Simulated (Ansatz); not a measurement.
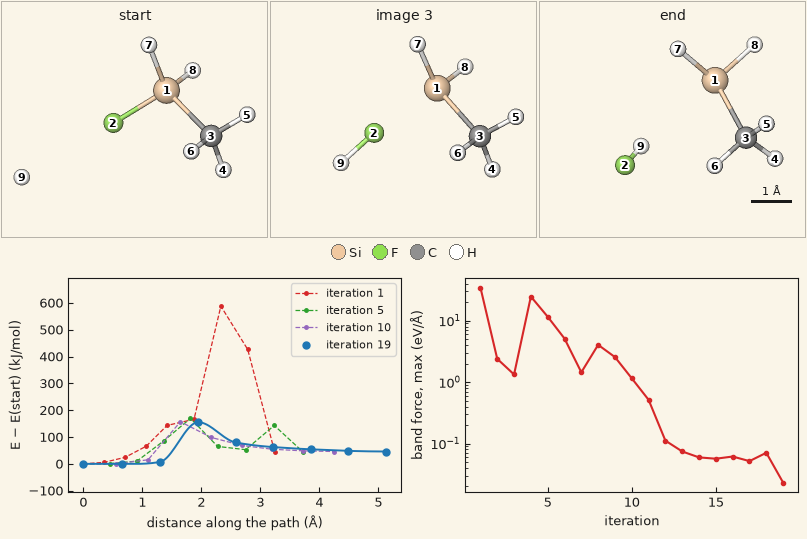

A search for the minimum-energy path of CH6FSi (multiplicity 2), made up of CH5FSi and H by the nudged elastic band. Images are numbered from 0 (start) to 8 (end). The plot follows the band through its iterations. The picture is a ball-and-stick view, seen at a tilt.

All numbers below come from UKS B3LYP-D4/def2-SVP in Ansatz 0.2.0. Run with 7 movable images; climbing image; force threshold 0.05 eV/Å; iteration limit 60; starting path through a guess of the saddle point.

Judge this run.

Answer. The result is final at these settings. The band converged in 19 iterations. The largest component of the band force went from 35 to 0.023 eV/Å. The climbing image converged on the top of the path. Its vibrational analysis gives one imaginary mode (1192i cm⁻¹), as a transition state must have. The first iteration put the highest image at 587.7 kJ/mol. The energy climbs by 155.2 kJ/mol to image 3 and then falls by 109.2 kJ/mol, so the end point sits at +46.0 kJ/mol.

Limits of the set-up: the start holds two separate molecules, 2.7 Å apart at their closest, whose relative position is a soft coordinate.

Cost: 4.2 min on 2 threads of Arm Neoverse V1, on a shared host, peak memory 0.2 GiB.
